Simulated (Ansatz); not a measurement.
These are PBE (plane waves to 420 eV, PAW; Ansatz, a quantum-chemistry and plane-wave program) values and carry that method's errors.

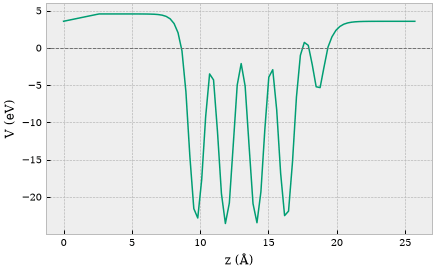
Figure. Planar average of the electrostatic potential across the slab, in eV from the Fermi level, for Mg on the 1x1 (110) surface of bcc Mo, one in a 2x1 cell, started at the site 'bridge Mo-Mo (span 3.2 Å)'

Slab: 9 atoms, 6.5 Å thick at the start under the adsorbate (thin: gaps and levels are the slab's own); k 6x12x1, smearing 0.1 eV, dipole-corrected; 4 atoms held, the rest relaxed; held to the start's symmetry, so lower structures may exist; no spin, no spin-orbit, no U, no dispersion correction. At the end it is bonded to 4 Mo. In PBE it is, or lies within 0.03 eV of, the lowest of the starts that converged.

The vacuum level lies 3.55 eV above the Fermi level over the top face and 4.54 eV above it under the bottom face.
